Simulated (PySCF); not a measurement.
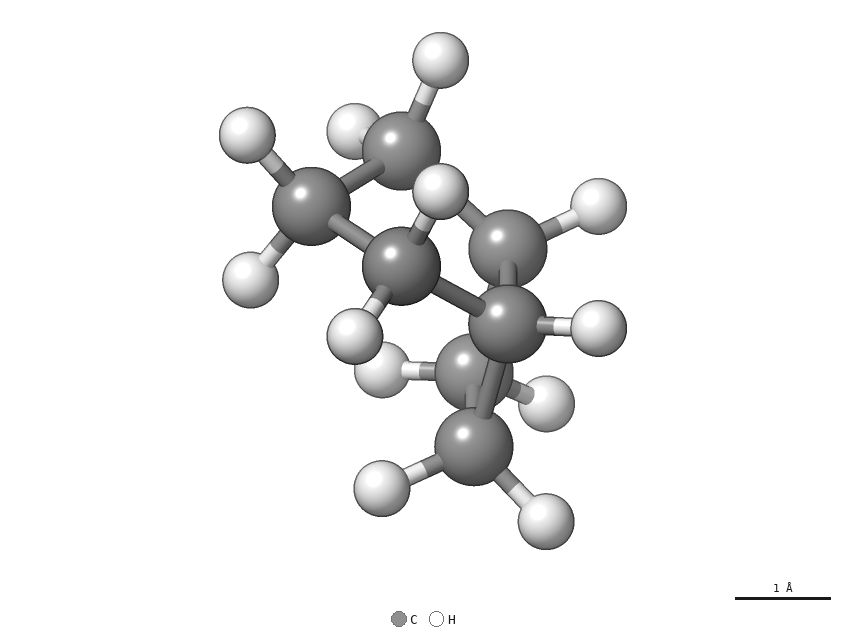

The picture shows a molecular structure as a ball-and-stick model.

Computed geometry: PBE0-D3(BJ)/def2-SVP optimisation. No frequency run is at hand to confirm it as a minimum.

> What is the molecular formula?

C₇H₁₂, 19 atoms: 7 carbon and 12 hydrogen.

> What is its SMILES?

C1C[C@@H]2CC[C@@H]2C1

> Which point group does it belong to?

Cs.

More results for the same structure follow; atom numbers are the same in all pictures, views and colours differ.

Excitation

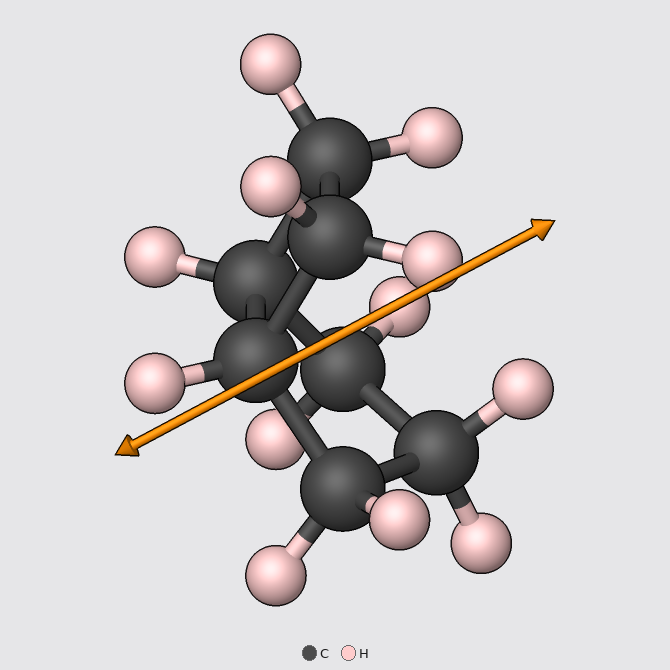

The double arrow shows the direction of the transition dipole to excited singlet state 4 (its length means nothing). No frequency run is at hand to confirm it as a minimum. Method: TDDFT PBE0/def2-SVPD, vertical, IEF-PCM acetone (non-equilibrium linear response), core orbitals frozen in the response (PySCF 2.14.0).

> Where does the transition lie, and how strong is it?

8.23 eV (151 nm), oscillator strength 0.025, mainly HOMO−1 → LUMO+1 (weight 0.89); transition dipole 0.90 D.

NMR shielding

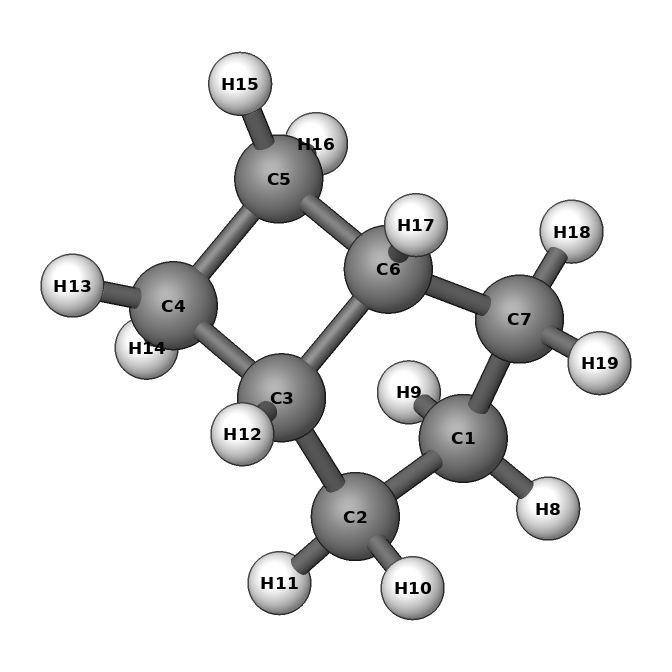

No frequency run is at hand to confirm it as a minimum. Level of theory: GIAO PBE0/pcSseg-1 NMR shielding, non-relativistic, IEF-PCM methanol (PySCF 2.14.0). Principal shieldings σ11 ≤ σ22 ≤ σ33, span Ω = σ33 − σ11, skew κ = 3(σiso − σ22)/Ω.

> Which C atom has the most anisotropic shielding?

C1, with a span of 44 ppm.

Give the shielding tensors of the C atoms.

| atom | σ11 | σ22 | σ33 | σiso | Ω | κ |
| --- | --- | --- | --- | --- | --- | --- |
| C1 | 132.9 | 166.5 | 176.5 | 158.6 | 43.6 | −0.54 |
| C2, C7 | 129.7 | 155.1 | 162.9 | 149.2 | 33.2 | −0.53 |
| C3, C6 | 123.6 | 152.2 | 162.4 | 146.1 | 38.8 | −0.47 |
| C4, C5 | 144.1 | 158.1 | 177.6 | 159.9 | 33.4 | 0.17 |

Shieldings and span in ppm.

Ring current

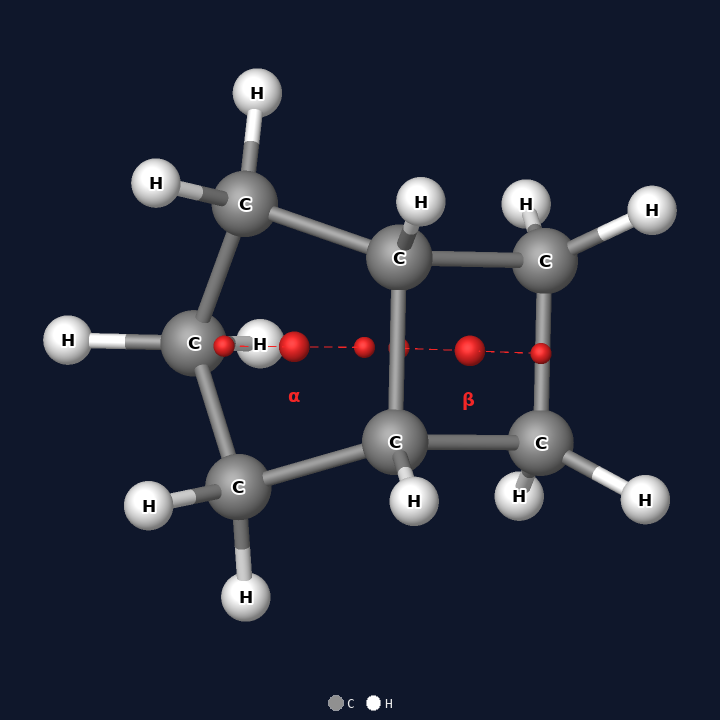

The small points mark where nucleus-independent chemical shifts (NICS) were computed: at the centre of each lettered ring and 1 Å above and below it. No frequency run is at hand to confirm it as a minimum. Properties computed with GIAO PBE0/pcSseg-1 NMR shielding, non-relativistic, IEF-PCM methanol (PySCF 2.14.0).

Give NICS(0), NICS(1) and the out-of-plane component NICS(1)zz for each ring (means of the two sides).

```json
{"ring": "α", "members": "C5", "NICS(0)": "−5.5", "NICS(1)": "−3.5", "NICS(1)zz": "−4.7"}
{"ring": "β", "members": "C4", "NICS(0)": "−0.3", "NICS(1)": "−0.7", "NICS(1)zz": "3.2"}
```

Values in ppm.

> What do the values say about the ring currents?

Ring α: weak, as in a non-aromatic ring. NICS is one index among several.
